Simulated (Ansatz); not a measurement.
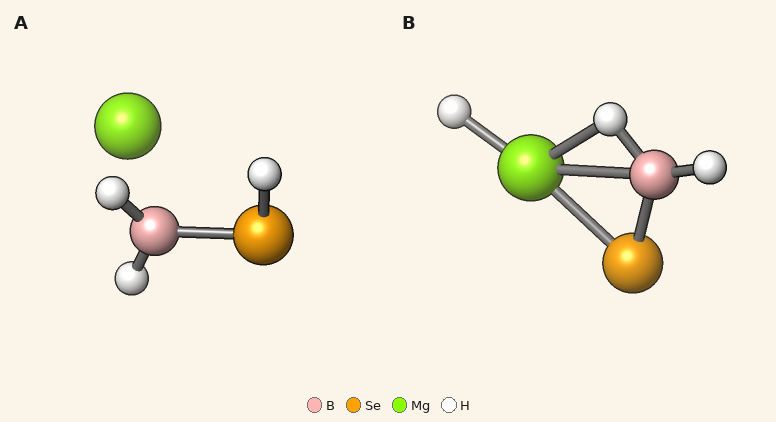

2 stationary structures of one formula. Geometries: PBE0-D4/def2-TZVP. Electronic energies: PBE0-D4/def2-TZVPP (Ansatz 0.2.0), without zero-point energy. No frequency run is at hand to confirm each as a minimum.

Which structure is the most stable?

Answer. B is lowest (Cs); A lies 101.6 kJ/mol above it (C1).

Give E(B) − E(A) in kJ/mol at these levels too: r2SCAN-D4/def2-TZVPP; PBE0-D4/def2-TZVPP; ωB97M-V/def2-TZVPP; RHF-CCSD(T) (frozen core)/def2-TZVPP; PBE-D4/def2-TZVPP; B3LYP-D4/def2-TZVPP; PBE0-D4/def2-TZVP.

```
                               level  E(B) − E(A) (kJ/mol)
                r2SCAN-D4/def2-TZVPP                −123.6
                  PBE0-D4/def2-TZVPP                −101.6
                  ωB97M-V/def2-TZVPP                −109.3
RHF-CCSD(T) (frozen core)/def2-TZVPP                −114.2
                   PBE-D4/def2-TZVPP                 −87.9
                 B3LYP-D4/def2-TZVPP                 −94.3
                   PBE0-D4/def2-TZVP                −102.1
```
